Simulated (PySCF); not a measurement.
C₉H₁₁F, SMILES C(C)(C)c1ccc(cc1)F at its GFN2-xTB optimised geometry (Å):

```
21

C     -2.0421    -1.9890    -1.2213
C     -1.1351    -1.8781     0.0058
C     -1.9460    -2.0207     1.2958
C     -0.3716    -0.5763     0.0000
C     -1.0360     0.6454     0.0013
C     -0.3382     1.8387     0.0001
C      1.0436     1.8011    -0.0006
F      1.7340     2.9635    -0.0015
C      1.7364     0.6060     0.0000
C      1.0178    -0.5763     0.0000
H     -2.8150    -1.2249    -1.2039
H     -2.5254    -2.9635    -1.2428
H     -1.4616    -1.8699    -2.1337
H     -0.4095    -2.6981    -0.0326
H     -2.6973    -1.2383     1.3686
H     -1.2932    -1.9513     2.1633
H     -2.4503    -2.9843     1.3178
H     -2.1149     0.6731     0.0031
H     -0.8489     2.7888    -0.0001
H      2.8150     0.6093     0.0003
H      1.5510    -1.5161     0.0002
```

Calculation: CAM-B3LYP/def2-SVP in PySCF.

Map of the deformation density (molecule minus spherical neutral atoms) (e/bohr³) on the plane z = 0.6 Å:

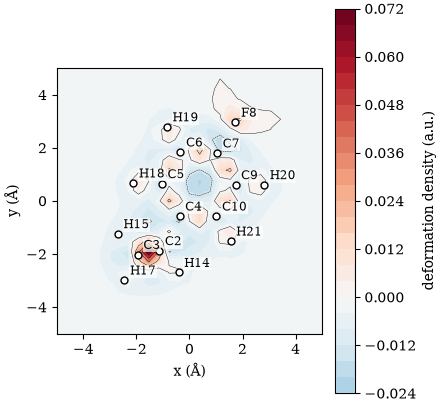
*Deformation density (molecule minus spherical neutral atoms) (e/bohr³) on the plane z = 0.6 Å.*
